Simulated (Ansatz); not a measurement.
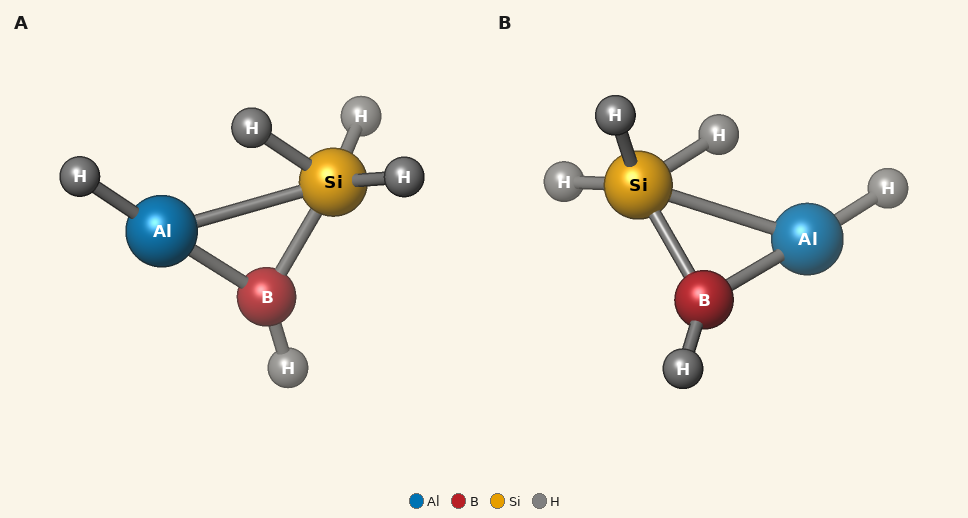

Distant atoms are faded towards the background colour. Charge 0, doublet. The computed structure is the end point of a PBE-D4/def2-SVP optimisation. No frequency run is at hand to confirm it as a minimum.

How are A and B related: the same structure turned, mirror images, conformers, diastereomers or constitutional isomers?

They are the same structure, AlBH5Si, seen from two directions. With point group Cs it is achiral, so its mirror image would be the same too.
